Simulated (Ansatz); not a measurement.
One crystal and one scan (scan of one atom of the cell) at two levels, PBE-D3(BJ) (plane waves to 420 eV, PAW, scalar-relativistic; Ansatz, a quantum-chemistry and plane-wave program) and PBEsol-D3(BJ) (plane waves to 420 eV, PAW, scalar-relativistic; Ansatz), each from its own relaxed cell and on its own mesh. The cell shown is that of PBE-D3(BJ).

Starting cell, SnO (litharge type, space group P4/nmm):

```
CELL_PARAMETERS angstrom
      3.83710     0.00000     0.00000
      0.00000     3.83710     0.00000
      0.00000     0.00000     4.75861
ATOMIC_POSITIONS crystal
  Sn 0.50000 0.00000 0.24344
  Sn 0.00000 0.50000 0.75656
  O  0.00000 0.00000 0.00000
  O  0.50000 0.50000 0.00000
```

In each cell atom 3 (O, nearest neighbour Sn at 2.241 Å; its periodic images, 3.8 Å or more away, move with it) moves by s·(0.707, 0.707, 0.000) (along Cartesian [110]), the rest being held.

Energies are smeared free energies. SnO was relaxed with its symmetry unable to fall. With partly filled bands, energies and forces of such displacements shift with the k mesh and the smearing. Percentages come from the unrounded values.

```
quantity                                                          PBE-D3(BJ)  PBEsol-D3(BJ)  PBE-D3(BJ) − PBEsol-D3(BJ)
----------------------------------------------------------------  ----------  -------------  --------------------------
Lattice constant a (Å)                                                 3.837          3.770             +0.067 (+1.8 %)
Lattice constant c (Å)                                                 4.759          4.560             +0.199 (+4.4 %)
Relaxed volume (Å³/atom)                                               17.52          16.20              +1.32 (+8.1 %)
Force constant k = d²E/ds² at s = 0 (finite differences) (eV/Å²)        7.61           8.70               -1.09 (-13 %)
```

PBE-D3(BJ) gives the higher value for: lattice constant a; lattice constant c; relaxed volume. PBE-D3(BJ) gives the lower value for: force constant k = d²E/ds² at s = 0. (PBE-D3(BJ)) At this level the bands of SnO touch or barely overlap; measurements give the solid a gap. Both give the same shape of the curve: a single well with its minimum at or next to zero displacement. Neither level is exact: the differences show how much the result hangs on the functional.

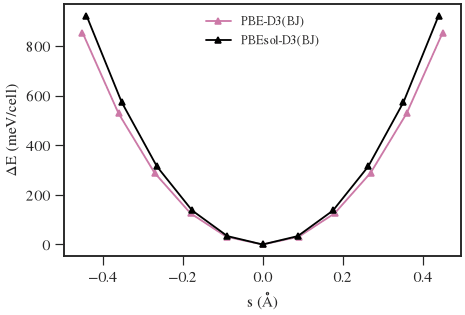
Fig. 1. ΔE, each from the undisplaced structure of its own level.

(A displaced cell: forces are minus the slopes of the energy, force constants its curvatures, and phonons follow from these.)
